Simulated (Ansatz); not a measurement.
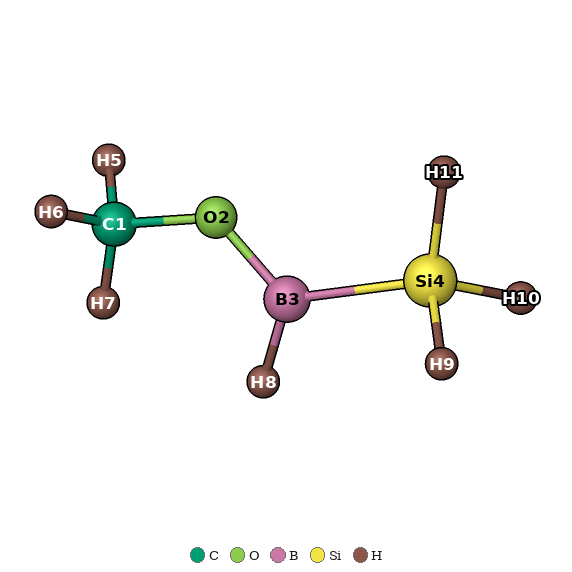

Sticks follow a distance rule. Harmonic vibrations computed with RKS PBE0-D4/def2-TZVP (Ansatz 0.2.0) at a stationary point of the same level.

> How many imaginary frequencies does it have?

A minimum: no imaginary frequency, and the lowest mode lies at 66 cm⁻¹.

> List the wavenumbers.

27 modes: 66, 144, 159, 175, 352, 488, 510, 717, 840, 888, 936, 944, 999, 1118, 1184, 1199, 1388, 1485, 1486, 1501, 2199, 2200, 2218, 2525, 3044, 3129, 3136 cm⁻¹.
